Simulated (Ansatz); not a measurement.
Nudged elastic band of CH5BCl2Ge

The run: nudged elastic band of CH5BCl2Ge. Method and program: RKS B3LYP-D4/def2-SVP (Ansatz 0.2.0).

It belongs to a series of runs on one base structure; here: band between the two ends. Figures and captions count atoms from 1; the log counts them from 0 in places.

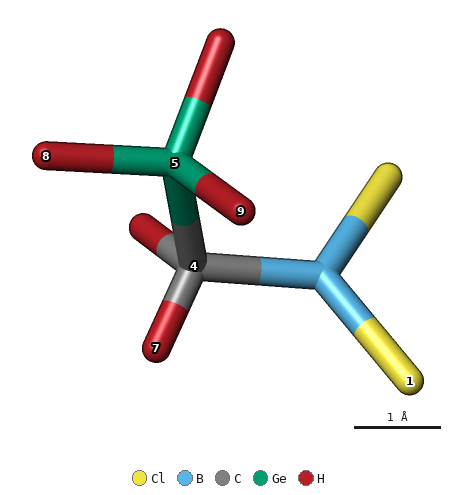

Figure 1. The input geometry (stick view, seen at a tilt; atoms are numbered from 1 in the order of the input). Sticks mark near contacts. Bond lengths as drawn: B–C 1.54 Å, B–Cl 1.77 Å, C–Ge 2.00 Å, C–H 1.10 Å and Ge–H 1.54 Å.

### Input
```yaml
crystal:
  periodic: [false, false, false]
  atoms:
    - { symbol: Cl, position_ang: [-1.062479, -2.557512, 0.363658] }
    - { symbol: B, position_ang: [0.183629, -1.496829, -0.30287] }
    - { symbol: Cl, position_ang: [1.85503, -2.069553, -0.268319] }
    - { symbol: C, position_ang: [-0.1648, -0.086508, -0.825768] }
    - { symbol: Ge, position_ang: [-0.039999, 1.222722, 0.675336] }
    - { symbol: H, position_ang: [0.541326, 0.269832, -1.590696] }
    - { symbol: H, position_ang: [-1.196751, -0.014319, -1.200693] }
    - { symbol: H, position_ang: [-0.409052, 2.618634, 0.132898] }
    - { symbol: H, position_ang: [-1.022339, 0.822044, 1.792736] }
    - { symbol: H, position_ang: [1.398635, 1.24029, 1.226719] }
basis:
  gaussian: { orbitals: def2-SVP }
hamiltonian:
  xc: b3lyp
  dispersion: d4
neb:
  order_check: false
  images: 7
  f_tol: 0.05
  max_iterations: 60
  final_atoms:
    - { symbol: Cl, position_ang: [1.85260844, -2.07389951, -0.27370874] }
    - { symbol: B, position_ang: [0.18256639, -1.49733017, -0.30259335] }
    - { symbol: Cl, position_ang: [-1.06340436, -2.55446777, 0.36825434] }
    - { symbol: C, position_ang: [-0.16467268, -0.08665946, -0.82528112] }
    - { symbol: Ge, position_ang: [-0.03946929, 1.22316306, 0.67492317] }
    - { symbol: H, position_ang: [0.54121197, 0.26893785, -1.59075674] }
    - { symbol: H, position_ang: [-1.19673302, -0.01460498, -1.20002531] }
    - { symbol: H, position_ang: [-0.40982061, 2.61887854, 0.13351571] }
    - { symbol: H, position_ang: [-1.01879039, 0.82238701, 1.79454903] }
    - { symbol: H, position_ang: [1.39970356, 1.24239644, 1.22412399] }
  initial_path:
    images:
      - { positions_ang: [[-1.062479, -2.557512, 0.363658], [0.183629, -1.496829, -0.30287], [1.85503, -2.069553, -0.268319], [-0.1648, -0.086508, -0.825768], [-0.039999, 1.222722, 0.675336], [0.541326, 0.269832, -1.590696], [-1.196751, -0.014319, -1.200693], [-0.409052, 2.618634, 0.132898], [-1.022339, 0.822044, 1.792736], [1.398635, 1.24029, 1.226719]] }
      - { positions_ang: [[-0.69229836, -2.65115483, -0.07567135], [0.15186071, -1.50276303, -0.29460899], [1.47011685, -1.99788833, 0.17530349], [-0.20712677, -0.07972995, -0.805524], [0.0055012, 1.22856188, 0.64975537], [0.41826049, 0.24986287, -1.6206144], [-1.2686377, -0.02104856, -1.10646987], [-0.38181916, 2.63221099, 0.13125366], [-0.88544735, 0.84727473, 1.84545265], [1.47279009, 1.24347523, 1.10412445]] }
      - { positions_ang: [[-0.32211772, -2.74479766, -0.5150007], [0.12009243, -1.50869707, -0.28634798], [1.08520369, -1.92622366, 0.61892598], [-0.24945353, -0.07295189, -0.78528], [0.0510014, 1.23440177, 0.62417474], [0.29519498, 0.22989373, -1.6505328], [-1.34052441, -0.02777812, -1.01224674], [-0.35458633, 2.64578798, 0.12960931], [-0.74855569, 0.87250547, 1.89816929], [1.54694518, 1.24666045, 0.9815299]] }
      - { positions_ang: [[0.04806292, -2.83844049, -0.95433005], [0.08832414, -1.5146311, -0.27808698], [0.70029054, -1.85455899, 1.06254847], [-0.2917803, -0.06617384, -0.76503599], [0.0965016, 1.24024165, 0.59859411], [0.17212947, 0.2099246, -1.6804512], [-1.41241111, -0.03450767, -0.91802361], [-0.32735349, 2.65936498, 0.12796497], [-0.61166404, 0.8977362, 1.95088594], [1.62110027, 1.24984568, 0.85893535]] }
      - { positions_ang: [[0.41824356, -2.93208333, -1.3936594], [0.05655586, -1.52056514, -0.26982597], [0.31537738, -1.78289433, 1.50617096], [-0.33410707, -0.05939578, -0.74479199], [0.14200181, 1.24608153, 0.57301348], [0.04906396, 0.18995546, -1.71036961], [-1.48429781, -0.04123723, -0.82380048], [-0.30012065, 2.67294197, 0.12632063], [-0.47477238, 0.92296694, 2.00360259], [1.69525536, 1.25303091, 0.73634079]] }
      - { positions_ang: [[0.77683478, -2.71753737, -1.11367174], [0.08805849, -1.5147564, -0.27801781], [-0.02931805, -1.97578769, 1.22169181], [-0.29174847, -0.0662117, -0.76491427], [0.09663403, 1.24035191, 0.59849091], [0.17210096, 0.20970106, -1.68046639], [-1.41240662, -0.03457917, -0.91785669], [-0.32754564, 2.65942611, 0.1281194], [-0.61077689, 0.89782196, 1.9513392], [1.62136741, 1.25037229, 0.85828659]] }
      - { positions_ang: [[1.135426, -2.50299142, -0.83368407], [0.11956112, -1.50894766, -0.28620966], [-0.37401349, -2.16868105, 0.93721265], [-0.24938988, -0.07302762, -0.78503655], [0.05126626, 1.23462229, 0.62396833], [0.29513796, 0.22944665, -1.65056317], [-1.34051542, -0.02792111, -1.0119129], [-0.35497063, 2.64591025, 0.12991817], [-0.74678139, 0.87267697, 1.89907581], [1.54747946, 1.24771367, 0.98023239]] }
      - { positions_ang: [[1.49401722, -2.28844547, -0.5536964], [0.15106376, -1.50313892, -0.29440151], [-0.71870892, -2.36157441, 0.6527335], [-0.20703128, -0.07984354, -0.80515883], [0.00589848, 1.22889268, 0.64944575], [0.41817496, 0.24919225, -1.62065995], [-1.26862422, -0.02126304, -1.10596911], [-0.38239562, 2.6323944, 0.13171694], [-0.88278589, 0.84753199, 1.84681242], [1.47359151, 1.24505506, 1.10217819]] }
      - { positions_ang: [[1.85260844, -2.07389951, -0.27370874], [0.18256639, -1.49733017, -0.30259335], [-1.06340436, -2.55446777, 0.36825434], [-0.16467268, -0.08665946, -0.82528112], [-0.03946929, 1.22316306, 0.67492317], [0.54121197, 0.26893785, -1.59075674], [-1.19673302, -0.01460498, -1.20002531], [-0.40982061, 2.61887854, 0.13351571], [-1.01879039, 0.82238701, 1.79454903], [1.39970356, 1.24239644, 1.22412399]] }
```

Hardware: 2 threads of Intel Xeon (Granite Rapids), 16 GiB of memory available, shared host.

Launched with:
```bash
ansatz run input.yaml --threads 2 --pin off --max-ram 3072MiB --backend cpu --events-out ev --progress --plain --runs-dir out
```

### The program's output
```
Engine: ansatz 0.2.0, x86_64-unknown-linux-gnu
Functional definition: B3LYP
  parameter a0 = 0.2
  parameter ax = 0.72
  parameter ac = 0.81
  exchange = (1 - a0 - ax)*slater_x + ax*b88_x + a0*exact_x
  correlation = (1 - ac)*vwn_rpa_c + ac*lyp_c
1290 factors; integrals over basis functions are off by at most 3.3e-4 eV
mean field evaluation 1: about -83341.5115 eV, gradient 4.8e1 eV
mean field evaluation 2: about -83337.1641 eV, gradient 6.0e1 eV
mean field evaluation 4: about -83346.7339 eV, gradient 3.2e0 eV
mean field evaluation 8: about -83346.7891 eV, gradient 7.9e-2 eV
mean field evaluation 16: about -83346.7891 eV, gradient 5.1e-5 eV
mean field -83346.78909148 eV, -3062.9380046291 hartree, gradient 5.1e-5 eV, S^2 0.000000; 0 other end points of the search recorded, 0 dependent functions left out
the calculation of the forces begins
reference -83346.78936757 eV, -3062.9380147753 hartree; 41, 41 occupied and 80, 80 virtual orbitals, 1290 factors
1290 factors; integrals over basis functions are off by at most 3.3e-4 eV
mean field evaluation 32: about -83346.7891 eV, gradient 5.1e-5 eV
mean field -83346.78911721 eV, -3062.9380055746 hartree, gradient 5.1e-5 eV, S^2 0.000000; 0 other end points of the search recorded, 0 dependent functions left out
[... from here on the field's lines of each further geometry are left out, up to the last ...]
NEB iter   1: max|band force component| = 3.180e1 eV/Å  barrier→ = 12.4692 eV  barrier← = 12.4692 eV  Δτ_max = 0.2000 Å  (242 SCF iters)
NEB iter   2: max|band force component| = 1.091e1 eV/Å  barrier→ = 3.3745 eV  barrier← = 3.3745 eV  Δτ_max = 0.1989 Å  (211 SCF iters)
NEB iter   3: max|band force component| = 4.957e0 eV/Å  barrier→ = 1.2662 eV  barrier← = 1.2662 eV  Δτ_max = 0.1977 Å  (218 SCF iters)
NEB iter   4: max|band force component| = 2.081e0 eV/Å  barrier→ = 0.3684 eV  barrier← = 0.3684 eV  Δτ_max = 0.1860 Å  (219 SCF iters)
NEB iter   5: max|band force component| = 6.803e-1 eV/Å  barrier→ = 0.1815 eV  barrier← = 0.1815 eV  Δτ_max = 0.0672 Å  (202 SCF iters)
NEB iter   6: max|band force component| = 3.665e-1 eV/Å  barrier→ = 0.1493 eV  barrier← = 0.1493 eV  CI = image 4  Δτ_max = 0.0602 Å  (207 SCF iters)
NEB iter   7: max|band force component| = 3.140e-1 eV/Å  barrier→ = 0.1455 eV  barrier← = 0.1455 eV  CI = image 4  Δτ_max = 0.0346 Å  (209 SCF iters)
NEB iter   8: max|band force component| = 1.847e-1 eV/Å  barrier→ = 0.1429 eV  barrier← = 0.1429 eV  CI = image 4  Δτ_max = 0.0647 Å  (204 SCF iters)
NEB iter   9: max|band force component| = 9.192e-2 eV/Å  barrier→ = 0.1428 eV  barrier← = 0.1428 eV  CI = image 4  Δτ_max = 0.0467 Å  (194 SCF iters)
NEB iter  10: max|band force component| = 7.474e-2 eV/Å  barrier→ = 0.1428 eV  barrier← = 0.1428 eV  CI = image 4  Δτ_max = 0.0927 Å  (191 SCF iters)
NEB iter  11: max|band force component| = 7.714e-1 eV/Å  barrier→ = 0.1428 eV  barrier← = 0.1428 eV  CI = image 4  Δτ_max = 0.0470 Å  (194 SCF iters)
NEB iter  12: max|band force component| = 2.848e-1 eV/Å  barrier→ = 0.1428 eV  barrier← = 0.1428 eV  CI = image 4  Δτ_max = 0.0689 Å  (195 SCF iters)
the calculation of the forces begins
reference -83346.78171522 eV, -3062.9377335565 hartree; 41, 41 occupied and 80, 80 virtual orbitals, 1290 factors
1290 factors; integrals over basis functions are off by at most 3.8e-4 eV
mean field evaluation 832: about -83346.5992 eV, gradient 3.1e0 eV
mean field -83346.65349887 eV, -3062.9330216927 hartree, gradient 5.2e-5 eV, S^2 0.000000; 1 other end points of the search recorded, 0 dependent functions left out
the calculation of the forces begins
reference -83346.65377362 eV, -3062.9330317894 hartree; 41, 41 occupied and 80, 80 virtual orbitals, 1290 factors
NEB iter  13: max|band force component| = 4.494e-2 eV/Å  barrier→ = 0.1427 eV  barrier← = 0.1427 eV  CI = image 4  Δτ_max = 0.0000 Å  (371 SCF iters)
```

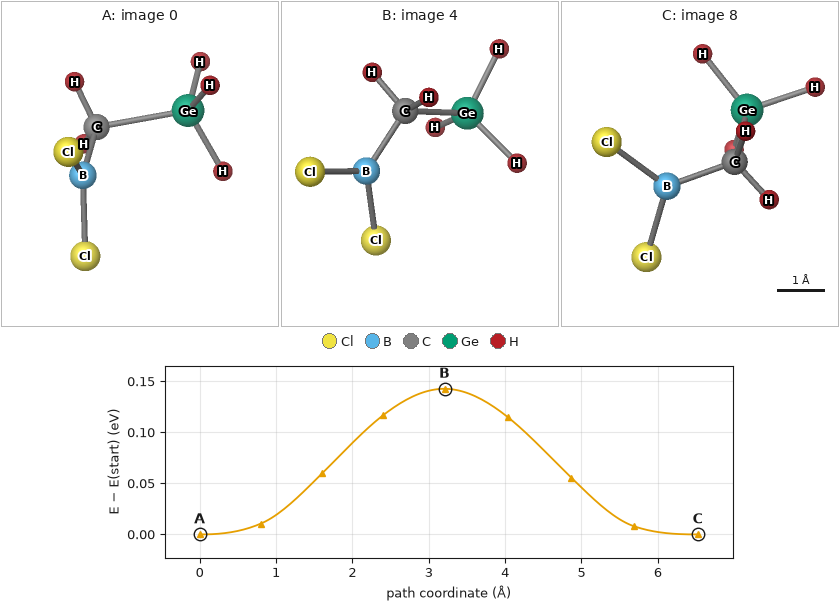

Figure 2. Images of the last band (counted from 0; ball-and-stick, seen at a tilt) above the energy along the path; the line is a cubic interpolation that uses the forces. The highest image is number 4, 0.143 eV above the start and 0.143 eV above the end (the climbing image); start and end have the same energy. The path is 6.52 Å long. The band converged in 13 iterations.

```
Total energy: -83347.10497081 eV, -3062.9496129805 hartree
Atom 0 at    -0.179622    -2.908336    -1.384301 Å, force     0.000790     0.000232    -0.000709 eV/Å
Atom 1 at     0.113231    -1.575158    -0.262983 Å, force    -0.003074    -0.001135     0.000562 eV/Å
Atom 2 at     0.833759    -1.984909     1.295958 Å, force     0.000789     0.000029     0.000907 eV/Å
Atom 3 at    -0.260262    -0.113060    -0.661826 Å, force     0.002506     0.000026    -0.002811 eV/Å
Atom 4 at     0.096443     1.331566     0.637679 Å, force    -0.000362     0.000117    -0.000147 eV/Å
Atom 5 at     0.257499     0.125766    -1.609073 Å, force    -0.000093    -0.000117     0.000476 eV/Å
Atom 6 at    -1.333436    -0.094857    -0.927051 Å, force    -0.000581     0.000265     0.000816 eV/Å
Atom 7 at    -0.348285     2.675576     0.019798 Å, force     0.000144     0.000457    -0.000417 eV/Å
Atom 8 at    -0.697950     1.090486     1.935766 Å, force    -0.000477    -0.000481     0.001743 eV/Å
Atom 9 at     1.601824     1.401727     0.959034 Å, force     0.000357     0.000607    -0.000420 eV/Å
Dipole moment:    -0.079324     0.147159    -0.137814 e Å
this run last wrote the band of iteration 13 to [file]
```

### The last band as extended XYZ (Å, eV, eV/Å)
```
10
Properties=species:S:1:pos:R:3:forces:R:3 image=0 energy=-83347.24745
Cl   -1.0625   -2.5575    0.3637    0.0021   0.0030  -0.0020
B     0.1836   -1.4968   -0.3029    0.0023   0.0002   0.0015
Cl    1.8550   -2.0696   -0.2683   -0.0045   0.0009  -0.0014
C    -0.1648   -0.0865   -0.8258   -0.0008  -0.0020   0.0026
Ge   -0.0400    1.2227    0.6753   -0.0022   0.0039   0.0015
H     0.5413    0.2698   -1.5907   -0.0001  -0.0009  -0.0003
H    -1.1968   -0.0143   -1.2007    0.0026  -0.0013   0.0005
H    -0.4091    2.6186    0.1329    0.0031  -0.0049   0.0029
H    -1.0223    0.8220    1.7927    0.0042   0.0009  -0.0032
H     1.3986    1.2403    1.2267   -0.0066   0.0002  -0.0023
10
Properties=species:S:1:pos:R:3:forces:R:3 image=1 energy=-83347.23684
Cl   -1.1861   -2.6698   -0.0241    0.0067   0.0233   0.0212
B     0.1218   -1.5112   -0.2831   -0.0324   0.0146  -0.0100
Cl    1.7574   -2.0110    0.1638    0.0222  -0.0025  -0.0143
C    -0.1543   -0.0879   -0.8202    0.0174  -0.0258   0.0062
Ge   -0.0038    1.2383    0.6633   -0.0031  -0.0068   0.0081
H     0.6055    0.2303   -1.5516    0.0020  -0.0015  -0.0011
H    -1.1575    0.0142   -1.2577    0.0034   0.0076  -0.0072
H    -0.6318    2.5680    0.1983    0.0016  -0.0022  -0.0019
H    -0.7506    0.7265    1.9108   -0.0098  -0.0050  -0.0032
H     1.4827    1.4515    1.0035   -0.0082  -0.0016   0.0023
10
Properties=species:S:1:pos:R:3:forces:R:3 image=2 energy=-83347.18765
Cl   -1.0005   -2.8807   -0.5973   -0.0293   0.0150   0.0451
B     0.1077   -1.5453   -0.2758   -0.0097   0.0062  -0.0189
Cl    1.5913   -1.9231    0.6098    0.0290   0.0037  -0.0241
C    -0.1986   -0.0993   -0.7488    0.0154  -0.0187  -0.0058
Ge    0.0194    1.2815    0.6646   -0.0055  -0.0025   0.0017
H     0.5395    0.1866   -1.5203    0.0168   0.0031   0.0093
H    -1.2005   -0.0150   -1.1938    0.0097   0.0066  -0.0157
H    -0.5869    2.6049    0.1519   -0.0059  -0.0024   0.0031
H    -0.7059    0.8561    1.9565   -0.0104  -0.0114  -0.0040
H     1.5176    1.4832    0.9562   -0.0101   0.0002   0.0093
10
Properties=species:S:1:pos:R:3:forces:R:3 image=3 energy=-83347.13045
Cl   -0.6274   -2.9452   -1.0904   -0.0284   0.0016   0.0251
B     0.1118   -1.5680   -0.2687   -0.0166   0.0022  -0.0126
Cl    1.2730   -1.9281    1.0128    0.0328   0.0022  -0.0093
C    -0.2327   -0.1078   -0.6886    0.0143  -0.0085  -0.0082
Ge    0.0433    1.3150    0.6593   -0.0022  -0.0011   0.0031
H     0.4321    0.1438   -1.5385    0.0156   0.0016   0.0105
H    -1.2563   -0.0556   -1.0923    0.0058   0.0060  -0.0167
H    -0.4948    2.6454    0.0892   -0.0078  -0.0007   0.0025
H    -0.7119    0.9805    1.9605   -0.0073  -0.0066   0.0000
H     1.5461    1.4688    0.9597   -0.0062   0.0032   0.0056
10
Properties=species:S:1:pos:R:3:forces:R:3 image=4 energy=-83347.10470
Cl   -0.1796   -2.9083   -1.3843    0.0008   0.0002  -0.0007
B     0.1132   -1.5752   -0.2630   -0.0031  -0.0011   0.0006
Cl    0.8338   -1.9849    1.2960    0.0008   0.0000   0.0009
C    -0.2603   -0.1131   -0.6618    0.0025   0.0000  -0.0028
Ge    0.0964    1.3316    0.6377   -0.0004   0.0001  -0.0001
H     0.2575    0.1258   -1.6091   -0.0001  -0.0001   0.0005
H    -1.3334   -0.0949   -0.9271   -0.0006   0.0003   0.0008
H    -0.3483    2.6756    0.0198    0.0001   0.0005  -0.0004
H    -0.6979    1.0905    1.9358   -0.0005  -0.0005   0.0017
H     1.6018    1.4017    0.9590    0.0004   0.0006  -0.0004
10
Properties=species:S:1:pos:R:3:forces:R:3 image=5 energy=-83347.13250
Cl    0.5156   -2.7743   -1.5148    0.0421   0.0040  -0.0101
B     0.1529   -1.5610   -0.2851   -0.0067   0.0082  -0.0186
Cl    0.2289   -2.0821    1.4011   -0.0302  -0.0045   0.0171
C    -0.2464   -0.1097   -0.6861   -0.0196  -0.0025   0.0225
Ge    0.0831    1.3192    0.6439   -0.0002   0.0035   0.0056
H     0.2037    0.1621   -1.6534   -0.0128   0.0000  -0.0218
H    -1.3409   -0.1151   -0.8591    0.0014  -0.0058   0.0184
H    -0.2391    2.6829   -0.0057    0.0121  -0.0042  -0.0037
H    -0.8315    1.1188    1.8669    0.0076   0.0037  -0.0009
H     1.5568    1.3080    1.0953    0.0063  -0.0024  -0.0085
10
Properties=species:S:1:pos:R:3:forces:R:3 image=6 energy=-83347.19166
Cl    1.2354   -2.5213   -1.3203    0.0328   0.0149   0.0289
B     0.1830   -1.5351   -0.3028    0.0428   0.0037   0.0043
Cl   -0.3480   -2.2318    1.2332   -0.0359  -0.0242  -0.0006
C    -0.2573   -0.1108   -0.7267   -0.0464  -0.0226  -0.0390
Ge    0.0525    1.2856    0.6529   -0.0392   0.0091   0.0144
H     0.2104    0.2019   -1.6704   -0.0001   0.0052  -0.0306
H    -1.3528   -0.1122   -0.8764    0.0041   0.0341   0.0374
H    -0.1527    2.6683   -0.0011    0.0241   0.0006  -0.0073
H    -0.9687    1.1107    1.7908    0.0097  -0.0054   0.0200
H     1.4815    1.1934    1.2238    0.0080  -0.0155  -0.0275
10
Properties=species:S:1:pos:R:3:forces:R:3 image=7 energy=-83347.23957
Cl    1.7603   -2.1667   -0.8029    0.0213   0.0148   0.0062
B     0.2062   -1.4939   -0.3059   -0.0237  -0.0010   0.0088
Cl   -0.7609   -2.4297    0.8422   -0.0108  -0.0027  -0.0098
C    -0.2702   -0.1078   -0.7934    0.0155  -0.0016   0.0037
Ge    0.0058    1.2352    0.6584   -0.0054   0.0004  -0.0025
H     0.2785    0.2479   -1.6773   -0.0044  -0.0035   0.0030
H    -1.3531   -0.0863   -0.9913   -0.0075   0.0019   0.0007
H    -0.0965    2.6468    0.0458    0.0020  -0.0006  -0.0027
H    -1.0834    1.0526    1.7310    0.0074  -0.0046   0.0038
H     1.3966    1.0506    1.2966    0.0054  -0.0031  -0.0110
10
Properties=species:S:1:pos:R:3:forces:R:3 image=8 energy=-83347.24744
Cl    1.8526   -2.0739   -0.2737   -0.0009   0.0006  -0.0006
B     0.1826   -1.4973   -0.3026    0.0095   0.0063  -0.0022
Cl   -1.0634   -2.5545    0.3683   -0.0071  -0.0053   0.0031
C    -0.1647   -0.0867   -0.8253   -0.0045  -0.0011  -0.0010
Ge   -0.0395    1.2232    0.6749    0.0016   0.0040   0.0031
H     0.5412    0.2689   -1.5908   -0.0002  -0.0007  -0.0004
H    -1.1967   -0.0146   -1.2000    0.0026   0.0004   0.0006
H    -0.4098    2.6189    0.1335    0.0007  -0.0026  -0.0003
H    -1.0188    0.8224    1.7945   -0.0004  -0.0010  -0.0015
H     1.3997    1.2424    1.2241   -0.0011  -0.0006  -0.0009
```

### Results in brief

| quantity | value |
| --- | --- |
| outcome | converged |
| barrier, forward | 0.143 eV |
| barrier, backward | 0.143 eV |
| wall time | 3.7 min (CPU time 7.2 min) |
| peak memory | 0.35 GiB |

### Remarks

The order of the saddle point was not checked.
